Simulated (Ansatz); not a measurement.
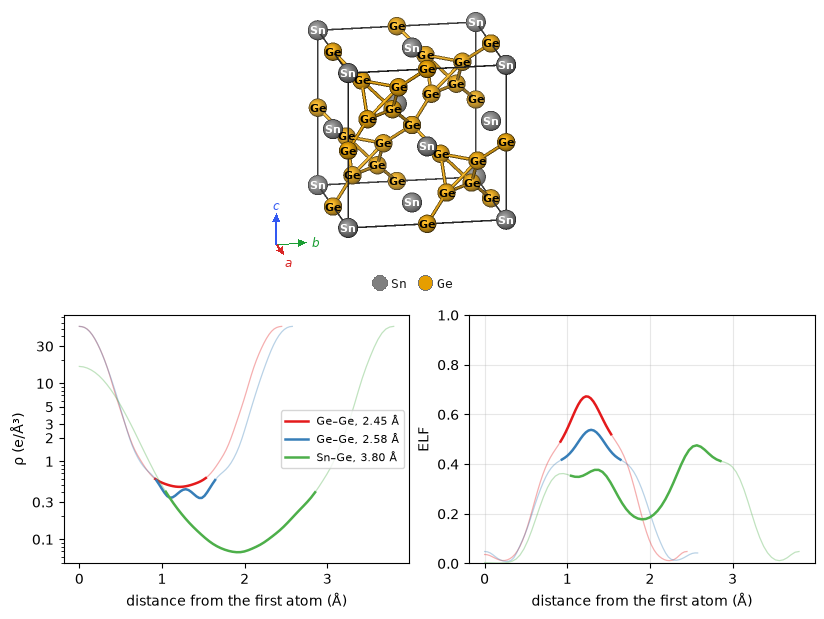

Figure. SnGe5. Valence charge density (pseudo) and ELF along straight lines between neighbouring atoms. Thin, pale parts lie inside the atomic spheres. The structure is drawn too.

Space group F-43m; a structure generated by program, which may or may not match a known phase.

Theory: DFT PBE, scalar-relativistic, plane waves, PAW in Ansatz.

The density is the valence pseudo-density of a PAW calculation; it isn't the true density close to the nuclei.

```
CELL_PARAMETERS angstrom
9.29831 0.00000 0.00000
0.00000 0.00000 -9.29831
0.00000 9.29831 0.00000
ATOMIC_POSITIONS crystal
Sn 0.50000 0.50000 0.00000
Sn 0.00000 0.50000 0.50000
Sn 0.00000 0.00000 0.00000
Sn 0.50000 0.00000 0.50000
Ge 0.00000 0.50000 0.00000
Ge 0.50000 0.50000 0.50000
Ge 0.50000 0.00000 0.00000
Ge 0.00000 0.00000 0.50000
Ge 0.84799 0.65201 0.15201
Ge 0.34799 0.65201 0.65201
Ge 0.34799 0.15201 0.15201
Ge 0.84799 0.15201 0.65201
Ge 0.65201 0.84799 0.15201
Ge 0.15201 0.84799 0.65201
Ge 0.15201 0.34799 0.15201
Ge 0.65201 0.34799 0.65201
Ge 0.65201 0.65201 0.34799
Ge 0.15201 0.65201 0.84799
Ge 0.15201 0.15201 0.34799
Ge 0.65201 0.15201 0.84799
Ge 0.84799 0.84799 0.34799
Ge 0.34799 0.84799 0.84799
Ge 0.34799 0.34799 0.34799
Ge 0.84799 0.34799 0.84799
```

Question: What can be read from the curves?

Answer: Ge–Ge (2.45 Å): ρ at the midpoint is about 0.47 e/Å³; the ELF peaks at about 0.65 between the atoms.
Ge–Ge (2.58 Å): ρ is about 0.44 e/Å³ halfway, with its minimum of 0.34 e/Å³ about 1.4 Å from Ge; the ELF reaches about 0.55 near the midpoint.
Sn–Ge (3.80 Å): the density is about 0.07 e/Å³ at the midpoint; the ELF is about 0.20 at the midpoint (no localised pair shows between them).
